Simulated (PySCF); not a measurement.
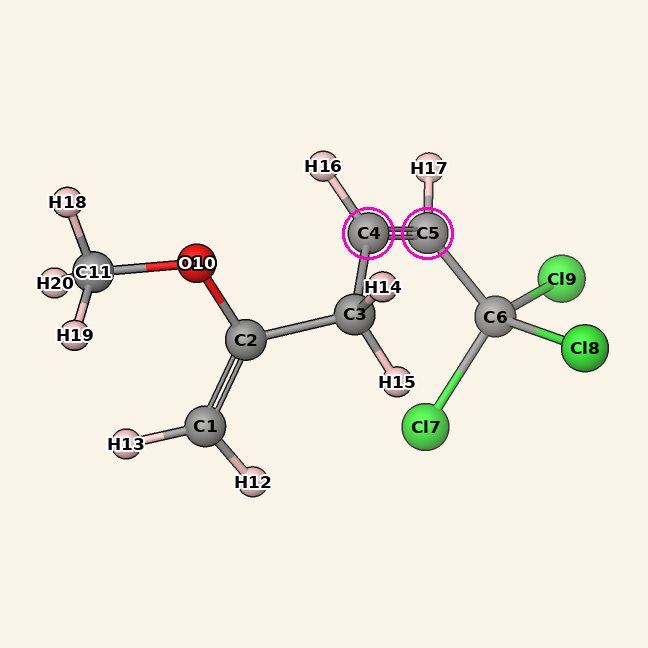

Atoms fade into the background with distance from the viewer. Circles mark the stereogenic atoms. Computed geometry: PBE0-D3(BJ)/def2-SVP optimisation. No frequency run is at hand to confirm it as a minimum.

**Give the R/S and E/Z labels.**

C4=C5: Z.
